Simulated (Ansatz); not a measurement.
## GaP: x(As) = 0.75, 8 atoms, P-4m2

Take GaP in the zinc blende structure (space group F-43m, No. 216; a = 5.4385 Å) as the base.

The other end (x = 1) is AsP in the zinc blende structure (space group F-43m, No. 216; a hypothetical phase, not in the database extracts checked): 23.89 Å³/atom, gap zero; this end may not be an ambient phase.

Modification: As replaces 75.0 % of the Ga, ordered in a cell of 8 atoms (starting symmetry P-4m2) and fully relaxed.

Level of theory: PBEsol/PAW in Ansatz (a quantum-chemistry and plane-wave program), no spin-orbit coupling. k-mesh 13×13×4 (Γ-centred); smearing 0.05 eV (Fermi–Dirac), for the changed cell.

```json
[
 {"quantity": "density", "base": "4.16 g/cm³", "changed": "4.06 g/cm³", "shift": "-0.10 g/cm³"},
 {"quantity": "band gap", "base": "1.45 eV", "changed": "zero", "shift": "–"},
 {"quantity": "mixing energy (to 0.01 eV only: unlike meshes or grids) (against an end that may be hypothetical)", "base": "–", "changed": "-0.02 eV/atom", "shift": "–"},
 {"quantity": "deviation of the volume from the linear (Vegard-type) interpolation", "base": "–", "changed": "-6.8 %", "shift": "–"},
 {"quantity": "mean first-shell distances", "base": "–", "changed": "Ga–P 2.319 Å (end compound 2.355 Å), As–P 2.480 Å (end compound 2.494 Å)", "shift": "–"}
]
```

Final structure:

```
CELL_PARAMETERS angstrom
      3.61529     0.00000     0.00000
      0.00000     3.61529     0.00000
      0.00000     0.00000    13.09177
ATOMIC_POSITIONS crystal
  P  0.50000 0.00000 0.61101
  P  0.00000 0.50000 0.38899
  P  0.50000 0.00000 0.12885
  P  0.00000 0.50000 0.87115
  As 0.00000 0.00000 0.00000
  As 0.50000 0.50000 0.73531
  Ga 0.00000 0.00000 0.50000
  As 0.50000 0.50000 0.26469
```

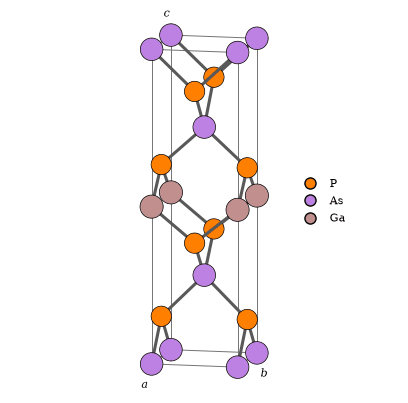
*The relaxed conventional cell after the change*

Each cell is one ordered arrangement of few atoms, which overstates ordering effects compared with a random alloy. No phonon test of stability was made. All final runs are without spin polarisation. Under x(As) = 0.75, 8 atoms, P-4m2 the cell changed shape so far that it is another structure.
